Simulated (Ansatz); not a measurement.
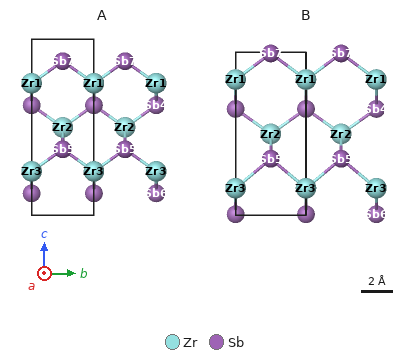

Two geometries of a crystal of Zr$_{3}$Sb$_{4}$ (a generated structure, set up in P-4m2) (coarse preliminary run), drawn at one scale. One is the start of a relaxation, the other its converged end. A ball-and-stick model of the cell of the calculation, repeated 1 × 2 × 1 with one cell outlined, seen along the a axis.

Theory: DFT PBE, scalar-relativistic, plane waves, PAW (Ansatz 0.2.0). Settings: plane-wave cutoff 420 eV; k-point mesh 4 × 4 × 2; occupations gaussian; smearing width 0.1 eV; no spin polarisation; cell and atoms relaxed; force threshold 0.04 eV/Å; at most 70 steps.

Q: Which one is relaxed?

A: Structure B is the relaxed one. The largest moves relative to the cell, 1.26 Å, are those of Sb6 and Sb7. Sb7 goes along +c. By element the largest moves are Sb 1.26 Å, Zr 0.89 Å. The volume changes by +18.1 %, with a = b 4.083 → 4.612 Å (+12.9 %), c 11.550 → 10.689 Å (−7.5 %). Near-neighbour distances that change, for instance: Zr1–Sb6 4.788 → 2.962 Å, Sb6–Sb7 4.083 → 3.265 Å, Zr1–Sb4 2.501 → 3.006 Å, Zr1–Sb7 2.501 → 2.869 Å. New bonds form: Sb6–Sb7 (4.08 → 3.26 Å), Zr1–Sb6 (4.79 → 2.96 Å), Zr3–Sb7 (4.79 → 2.96 Å). Among the angles between lasting bonds that change: Zr1–Sb4–Zr1 109.5° → 100.2°, Sb5–Zr3–Sb5 109.5° → 100.2°, Sb5–Zr3–Sb6 109.5° → 112.4°. The space group stays P-4m2 (No. 115). Over 12 accepted moves (14 points after the start) the energy falls by 8.370 eV per cell of the calculation. Largest force component: 3.9 eV/Å at the start, 0.027 eV/Å at the end. Pressure: 31.49 GPa at the start and 0.02 GPa at the end. At 2 points the geometry stayed and the basis and grid were re-selected for the new cell (energy shift of 22.9 meV per cell of the calculation at most each time).

Limits of the set-up: the k-point mesh is coarse for a cell with partly filled bands.
